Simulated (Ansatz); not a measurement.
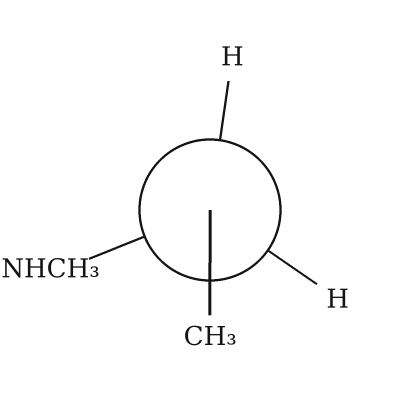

A Newman projection along the O–C bond, oxygen in front; angles are drawn as computed, but eclipsed bonds slightly apart. Computed geometry: PBE0-D4/def2-TZVP optimisation.

**Which molecule is it?**

C3H9NO, CNCOC

**What is the torsion angle from the front CH3 to the back NHCH3? The sign is positive where the front bond must turn clockwise to cover the back bond.**

68°, synclinal (gauche).
